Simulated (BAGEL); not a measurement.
# C2H5AlSi (SMILES [AlH2][C]#C[SiH3]) at HF/3-21G (density fitting with qzvpp-jkfit)

Aim: the vertical ionisation energy of C2H5AlSi at HF/3-21G (density fitting with qzvpp-jkfit), from 2 runs. 

The calculation is run with BAGEL 1.2.2.

## Step 1: Starting point

C2H5AlSi has 9 atoms, charge 0, and is taken as a singlet. SMILES: `[AlH2][C]#C[SiH3]`. The shape comes from GFN2-xTB, which is rough for such elements, and wasn't checked as a minimum.

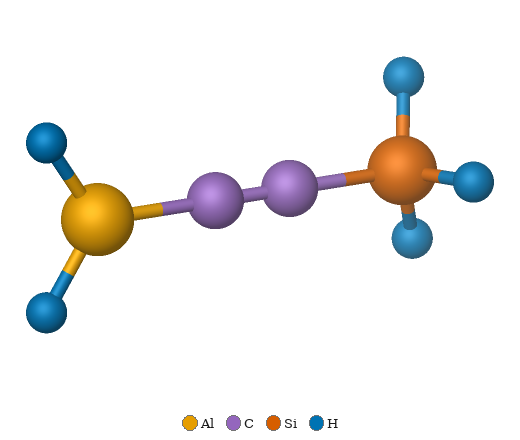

The structure, seen from a chosen angle (aluminium amber, carbon purple, silicon orange, hydrogen blue).

## Step 2: A single-point energy at HF/3-21G (density fitting with qzvpp-jkfit)

Contents of job.json:

```json
{ "bagel": [

{
  "title": "molecule",
  "basis": "3-21g",
  "df_basis": "qzvpp-jkfit",
  "angstrom": true,
  "geometry": [
    { "atom": "Al", "xyz": [      -0.616830,       2.371580,      -1.277520 ] },
    { "atom": "C", "xyz": [      -0.186090,       0.704560,      -0.376640 ] },
    { "atom": "C", "xyz": [       0.087650,      -0.346640,       0.186330 ] },
    { "atom": "Si", "xyz": [       0.504000,      -1.936970,       1.043990 ] },
    { "atom": "H", "xyz": [      -0.791060,       2.477120,      -2.816330 ] },
    { "atom": "H", "xyz": [      -0.816890,       3.709690,      -0.517070 ] },
    { "atom": "H", "xyz": [      -0.185130,      -3.022820,       0.341490 ] },
    { "atom": "H", "xyz": [       1.957090,      -2.115900,       0.983090 ] },
    { "atom": "H", "xyz": [       0.047260,      -1.840610,       2.432660 ] }
  ]
},

{
  "title": "hf",
  "charge": 0
},

{
  "title": "print",
  "file": "orbitals.molden",
  "orbitals": true
}

]}
```

On the command line:

```console
$ BAGEL_NUM_THREADS=1 BAGEL job.json > job.out
```

Log:

```text
* using 1 threads per process

  ===============================================================
  ===============================================================

  *** Geometry ***

  { "atom" : "Al", "xyz" : [     -1.165640,      4.481637,     -2.414163 ] },
  { "atom" : "C", "xyz" : [     -0.351659,      1.331425,     -0.711746 ] },
  { "atom" : "C", "xyz" : [      0.165634,     -0.655055,      0.352113 ] },
  { "atom" : "Si", "xyz" : [      0.952422,     -3.660343,      1.972855 ] },
  { "atom" : "H", "xyz" : [     -1.494887,      4.681078,     -5.322092 ] },
  { "atom" : "H", "xyz" : [     -1.543698,      7.010298,     -0.977121 ] },
  { "atom" : "H", "xyz" : [     -0.349845,     -5.712302,      0.645323 ] },
  { "atom" : "H", "xyz" : [      3.698364,     -3.998472,      1.857771 ] },
  { "atom" : "H", "xyz" : [      0.089308,     -3.478249,      4.597061 ] },

  Number of auxiliary basis functions:      496

  Since a DF basis is specified, we compute 2- and 3-index integrals:
    o Being stored without compression. Storage requirement is 0.012 GB

  Number of basis functions:       54
  Number of electrons      :       44

    * METHOD: MOLECULE                             0.20

  *** RHF ***

  === Nuclear Repulsion ===
   148.5544864022

      * DIIS with orbital gradients will be used.

  === RHF iteration (3-21g) ===
      0       -606.06384996          0.01413967           0.05
      1       -606.13021820          0.00617445           0.05
      2       -606.14019656          0.00240241           0.05
      3       -606.14169322          0.00086983           0.05
      4       -606.14188802          0.00007792           0.05
      5       -606.14189310          0.00003800           0.05
      6       -606.14189468          0.00001972           0.05
      7       -606.14189527          0.00000434           0.05
      8       -606.14189529          0.00000102           0.05
      9       -606.14189529          0.00000021           0.05
     10       -606.14189529          0.00000009           0.05
     11       -606.14189529          0.00000002           0.05
     12       -606.14189529          0.00000001           0.05
    * SCF iteration converged.

    * Permanent dipole moment:
           (   -0.065652,     0.234816,    -0.126070) a.u.

    * METHOD: HF                                   0.76

    * METHOD: PRINT                                0.01

  ===============================================================
```

Wall time 1.1 s (1 thread of Arm Neoverse V2, shared host).

## Step 3: The doublet cation at the same level

Contents of calc.json:

```json
{ "bagel" : [

{
  "title" : "molecule",
  "basis" : "3-21g",
  "df_basis" : "qzvpp-jkfit",
  "angstrom" : true,
  "geometry" : [
    { "atom" : "Al", "xyz" : [      -0.616830,       2.371580,      -1.277520 ] },
    { "atom" : "C", "xyz" : [      -0.186090,       0.704560,      -0.376640 ] },
    { "atom" : "C", "xyz" : [       0.087650,      -0.346640,       0.186330 ] },
    { "atom" : "Si", "xyz" : [       0.504000,      -1.936970,       1.043990 ] },
    { "atom" : "H", "xyz" : [      -0.791060,       2.477120,      -2.816330 ] },
    { "atom" : "H", "xyz" : [      -0.816890,       3.709690,      -0.517070 ] },
    { "atom" : "H", "xyz" : [      -0.185130,      -3.022820,       0.341490 ] },
    { "atom" : "H", "xyz" : [       1.957090,      -2.115900,       0.983090 ] },
    { "atom" : "H", "xyz" : [       0.047260,      -1.840610,       2.432660 ] }
  ]
},

{ "title" : "uhf", "charge" : 1, "nopen" : 1 },

{ "title" : "print", "file" : "orbitals.molden", "orbitals" : true }

]}
```

On the command line:

```console
$ BAGEL_NUM_THREADS=1 BAGEL calc.json > calc.out
```

Log:

```text
* using 1 threads per process

  ===============================================================
  ===============================================================

  *** Geometry ***

  { "atom" : "Al", "xyz" : [     -1.165640,      4.481637,     -2.414163 ] },
  { "atom" : "C", "xyz" : [     -0.351659,      1.331425,     -0.711746 ] },
  { "atom" : "C", "xyz" : [      0.165634,     -0.655055,      0.352113 ] },
  { "atom" : "Si", "xyz" : [      0.952422,     -3.660343,      1.972855 ] },
  { "atom" : "H", "xyz" : [     -1.494887,      4.681078,     -5.322092 ] },
  { "atom" : "H", "xyz" : [     -1.543698,      7.010298,     -0.977121 ] },
  { "atom" : "H", "xyz" : [     -0.349845,     -5.712302,      0.645323 ] },
  { "atom" : "H", "xyz" : [      3.698364,     -3.998472,      1.857771 ] },
  { "atom" : "H", "xyz" : [      0.089308,     -3.478249,      4.597061 ] },

  Number of auxiliary basis functions:      496

  Since a DF basis is specified, we compute 2- and 3-index integrals:
    o Being stored without compression. Storage requirement is 0.012 GB

  Number of basis functions:       54
  Number of electrons      :       44

    * METHOD: MOLECULE                             0.20

  *** Open-shell HF ***

  === Nuclear Repulsion ===
   148.5544864022

      * DIIS with orbital gradients will be used.

  === UHF iteration (3-21g) ===
      0       -605.68981785          0.02487316           0.10
      1       -605.77168898          0.01257211           0.10
      2       -605.79038655          0.00617661           0.10
      3       -605.79786947          0.00391557           0.10
      4       -605.80406599          0.00240952           0.10
      5       -605.80790682          0.00118411           0.10
      6       -605.80860958          0.00031775           0.10
      7       -605.80888330          0.00012547           0.10
      8       -605.80902107          0.00004786           0.10
      9       -605.80905451          0.00002061           0.10
     10       -605.80906104          0.00001183           0.09
     11       -605.80906565          0.00000420           0.10
     12       -605.80906600          0.00000433           0.09
     13       -605.80906621          0.00000407           0.09
     14       -605.80906619          0.00000401           0.09
     15       -605.80906601          0.00000401           0.09
     16       -605.80906627          0.00000406           0.09
     17       -605.80906586          0.00000412           0.09
     18       -605.80906694          0.00000308           0.09
     19       -605.80906780          0.00000235           0.09
     20       -605.80906809          0.00000059           0.09
     21       -605.80906810          0.00000023           0.10
     22       -605.80906810          0.00000020           0.10
     23       -605.80906810          0.00000019           0.10
     24       -605.80906810          0.00000018           0.10
     25       -605.80906810          0.00000017           0.10
     26       -605.80906810          0.00000017           0.10
     27       -605.80906810          0.00000016           0.10
     28       -605.80906810          0.00000015           0.10
     29       -605.80906810          0.00000013           0.10
     30       -605.80906810          0.00000010           0.10
     31       -605.80906810          0.00000009           0.10
     32       -605.80906810          0.00000006           0.10
     33       -605.80906810          0.00000003           0.10
     34       -605.80906810          0.00000001           0.10
    * SCF iteration converged.

    * S^2 (UHF) is 0.7554

    * Permanent dipole moment:
           (    0.016552,     0.040139,    -0.032950) a.u.

    * METHOD: UHF                                  3.49

    * METHOD: PRINT                                0.01

  ===============================================================
```

Wall time 3.9 s (1 thread of Arm Neoverse V2, shared host).

## Step 4: Outcome

Level: HF/3-21G (density fitting with qzvpp-jkfit).

```
                                          quantity          value
                    singlet C2H5AlSi: total energy  -606.14190 Eh
                   singlet C2H5AlSi: dipole moment         0.70 D
                     singlet C2H5AlSi: HOMO energy      -10.41 eV
                     singlet C2H5AlSi: LUMO energy        0.87 eV
                   singlet C2H5AlSi: HOMO–LUMO gap       11.29 eV
                      doublet cation: total energy  -605.80907 Eh
                              doublet cation: ⟨S²⟩          0.755
vertical ionisation energy (to the doublet cation)       9.057 eV
```

The vertical ionisation energy comes to 9.06 eV (209 kcal/mol). The negative HOMO energy of the first species, 10.41 eV, lies 1.36 eV above that difference.
